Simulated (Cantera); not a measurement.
Feed: 1 mol Fe(CO)₅, 0.098 mol O₂, 0.19 mol N₂, at 0.210 bar.

Cantera equilibrium calculation (NASA polynomials, part measured and part estimated; ideal gas, pure solids and liquids). Candidate condensed phases: C, Fe, Fe(CO)₅, FeO, Fe₂O₃, Fe₃O₄; 27 gas species. Condensed phases not in the tables: cementite and carbon dissolved in iron. Equilibrium is a limit: real reactors are often held back by kinetics, nucleation or transport.

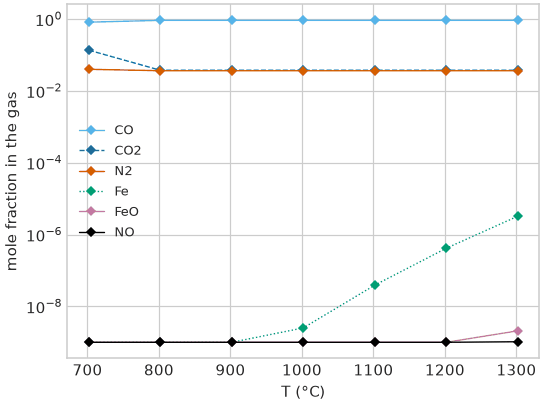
Fig. 1. Equilibrium gas composition (values under 1e-9 drawn at 1e-9)

At 702 °C the condensed part is C(graphite) + Fe(α). From 802 °C to 902 °C the condensed part is Fe(α). From 1002 °C to 1302 °C the condensed part is Fe(γ).
